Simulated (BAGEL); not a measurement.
**GaH2O2F (SMILES [OH][Ga]([OH])[F]), step by step**

Wanted: the energy (HF/def2-SVP), then a single-point energy (NEVPT2(2,2)/def2-SVP), then a single-point energy (CASPT2(2,2)/def2-SVP) of GaH2O2F. 

The calculation is run with BAGEL 1.2.2.

**1. Starting point**

GaH2O2F has 6 atoms, charge 0, and is taken as a singlet. SMILES: `[OH][Ga]([OH])[F]`. The Ga2–H6 distance was set to 3.319 Å, away from the relaxed value. At this shape a bond of the SMILES string is far longer than usual.

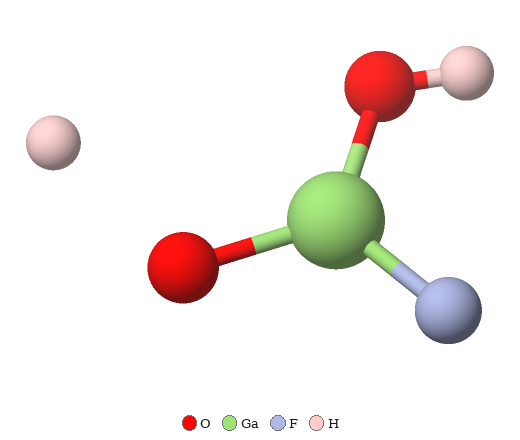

The structure, seen from a chosen angle (oxygen red, gallium green, fluorine light blue, hydrogen pink).

**2. The energy at HF/def2-SVP (density fitting with svp-jkfit) (run 1)**

The input, input.json:

```json
{ "bagel": [

{
  "title": "molecule",
  "basis": "svp",
  "df_basis": "svp-jkfit",
  "geometry": [
    { "atom": "O", "xyz": [ -1.37179755,  0.73050387, -2.34691701 ] },
    { "atom": "Ga", "xyz": [ -0.93905026, -2.46955835, -1.48293423 ] },
    { "atom": "O", "xyz": [  0.69102749, -3.41423244,  1.26264886 ] },
    { "atom": "F", "xyz": [ -2.17568704, -4.82491299, -3.42406091 ] },
    { "atom": "H", "xyz": [ -2.30078691,  0.93459429, -3.89271298 ] },
    { "atom": "H", "xyz": [  2.12443011, -0.18972850,  3.49315874 ] }
  ]
},
{ "title": "hf" },
{ "title": "print", "file": "orbitals.molden", "orbitals": true }

]}
```

Run with:

```
$ BAGEL_NUM_THREADS=1 BAGEL input.json > input.out
```

The program printed:

```text
* using 1 threads per process

  ===============================================================
  ===============================================================

  *** Geometry ***

  { "atom" : "O", "xyz" : [     -1.371798,      0.730504,     -2.346917 ] },
  { "atom" : "Ga", "xyz" : [     -0.939050,     -2.469558,     -1.482934 ] },
  { "atom" : "O", "xyz" : [      0.691027,     -3.414232,      1.262649 ] },
  { "atom" : "F", "xyz" : [     -2.175687,     -4.824913,     -3.424061 ] },
  { "atom" : "H", "xyz" : [     -2.300787,      0.934594,     -3.892713 ] },
  { "atom" : "H", "xyz" : [      2.124430,     -0.189728,      3.493159 ] },

  Number of auxiliary basis functions:      533

  Since a DF basis is specified, we compute 2- and 3-index integrals:
    o Being stored without compression. Storage requirement is 0.030 GB

  Number of basis functions:       84
  Number of electrons      :       58

    * METHOD: MOLECULE                             0.24

  *** RHF ***

  === Nuclear Repulsion ===
   292.7950126288

      * DIIS with orbital gradients will be used.

  === RHF iteration (svp) ===
      0      -2172.41917860          0.02933275           0.09
      1      -2172.15273847          0.03673691           0.09
      2      -2172.91906904          0.00818072           0.09
[... 16 lines of this table left out ...]
     19      -2172.96400662          0.00000001           0.08
    * SCF iteration converged.

    * Permanent dipole moment:
           (   -0.129338,    -0.977160,    -0.170722) a.u.

    * METHOD: HF                                   1.89

    * METHOD: PRINT                                0.01

  ===============================================================
```

Wall time 2.3 s (1 thread of Arm Neoverse V2, shared host); peak memory 0.14 GiB.

**3. A single-point energy at NEVPT2(2,2)/def2-SVP (density fitting with svp-jkfit) (run 2)**

The input, input.json:

```json
{ "bagel" : [

{
  "title" : "molecule",
  "basis" : "svp",
  "df_basis" : "svp-jkfit",
  "angstrom" : false,
  "geometry" : [
    { "atom" : "O", "xyz" : [    -1.37179755,     0.73050387,    -2.34691701 ] },
    { "atom" : "Ga", "xyz" : [    -0.93905026,    -2.46955835,    -1.48293423 ] },
    { "atom" : "O", "xyz" : [     0.69102749,    -3.41423244,     1.26264886 ] },
    { "atom" : "F", "xyz" : [    -2.17568704,    -4.82491299,    -3.42406091 ] },
    { "atom" : "H", "xyz" : [    -2.30078691,     0.93459429,    -3.89271298 ] },
    { "atom" : "H", "xyz" : [     2.12443011,    -0.18972850,     3.49315874 ] }
  ]
},

{ "title" : "hf", "charge" : 0 },

{
  "title" : "nevpt2",
  "nstate" : 1,
  "nact" : 2,
  "nclosed" : 28,
  "charge" : 0,
  "nspin" : 0,
  "active" : [29, 30],
  "maxiter" : 200,
  "natocc" : true,
  "ncore" : 12
},

{ "title" : "print", "file" : "orbitals.molden", "orbitals" : true }

]}
```

Run with:

```
$ BAGEL_NUM_THREADS=1 BAGEL input.json > input.out
```

The program printed:

```text
* using 1 threads per process

  ===============================================================
  ===============================================================

  *** Geometry ***

[... 30 lines left out ...]
    * SCF iteration converged.
[... 1 line left out ...]
    * Permanent dipole moment:
[... 28 lines left out ...]
    * Second-order optimization converged. *
[... 9 lines left out ...]
     * ci vector, state   0, <S^2> = 0.0000
       2.     0.8446148522
       .2    -0.5353744031

  === DF-NEVPT2 calculation ===

    * 3-index integral transformation done
    * assembly done

      NEVPT2 correlation energy:   -0.7291914088      0.18

          (+0)     -0.6681418407
          (+0)'    -0.0124835832
          (+1)     -0.0100936005
          (+1)'    -0.0000000000
          (+2)     -0.0001854821
          (-1)     -0.0377604321
          (-1)'     0.0000000000
          (-2)     -0.0005264702

      NEVPT2 total energy:       -2173.8210978739

    * METHOD: NEVPT2                               4.85

    * METHOD: PRINT                                0.01

  ===============================================================
```

Run time: 7.2 s. Hardware: 1 thread of Arm Neoverse V2, shared host; peak memory 0.14 GiB.

**4. The energy at CASPT2(2,2)/def2-SVP (density fitting with svp-jkfit) (run 3)**

The input, input.json:

```json
{ "bagel" : [

{
  "title" : "molecule",
  "basis" : "svp",
  "df_basis" : "svp-jkfit",
  "geometry" : [
    { "atom" : "O", "xyz" : [ -1.37179755,  0.73050387, -2.34691701 ] },
    { "atom" : "Ga", "xyz" : [ -0.93905026, -2.46955835, -1.48293423 ] },
    { "atom" : "O", "xyz" : [  0.69102749, -3.41423244,  1.26264886 ] },
    { "atom" : "F", "xyz" : [ -2.17568704, -4.82491299, -3.42406091 ] },
    { "atom" : "H", "xyz" : [ -2.30078691,  0.93459429, -3.89271298 ] },
    { "atom" : "H", "xyz" : [  2.12443011, -0.18972850,  3.49315874 ] }
  ]
},
{ "title" : "hf" },
{ "title" : "casscf", "nstate" : 1, "nact" : 2, "nclosed" : 28, "active" : [29, 30], "maxiter" : 200, "natocc" : "true" },
{ "title" : "print", "file" : "orbitals.molden", "orbitals" : "true" },
{ "title" : "smith", "method" : "caspt2", "ms" : "true", "xms" : "true", "sssr" : "true", "shift" : 0.2, "shift_imag" : "true", "ncore" : 12 }

]}
```

Run with:

```
$ BAGEL_NUM_THREADS=1 BAGEL input.json > input.out
```

The program printed:

```text
* using 1 threads per process

  ===============================================================
  ===============================================================

  *** Geometry ***

[... 32 lines left out ...]
    * Permanent dipole moment:
[... 37 lines left out ...]
     * ci vector, state   0, <S^2> = 0.0000
[... 21 lines left out ...]
       #      aibj      arbs      arbi      airj      risj      airs      arst      rist         Etot      error   time
[... 7 lines left out ...]
      ------------------------------------------------------------------------------------------------------------------

    * CASPT2 energy : state  0    -2173.8268872593
        w/o shift correction      -2173.8245723723
        reference weight              0.8469268199

    * METHOD: SMITH                                0.57

  ===============================================================
```

Run time: 7.5 s. Hardware: 1 thread of Arm Neoverse V2, shared host; peak memory 0.22 GiB.

**5. Results**

| quantity | value |
| --- | --- |
| run 1, HF/def2-SVP: total energy | -2172.96401 Eh |
| run 1, HF/def2-SVP: dipole moment | 2.54 D |
| run 1, HF/def2-SVP: HOMO energy | -11.19 eV |
| run 1, HF/def2-SVP: LUMO energy | -2.09 eV |
| run 1, HF/def2-SVP: HOMO–LUMO gap | 9.10 eV |
| run 2, NEVPT2(2,2)/def2-SVP: total energy | -2173.82110 Eh |
| run 3, CASPT2(2,2)/def2-SVP: total energy | -2173.82689 Eh |
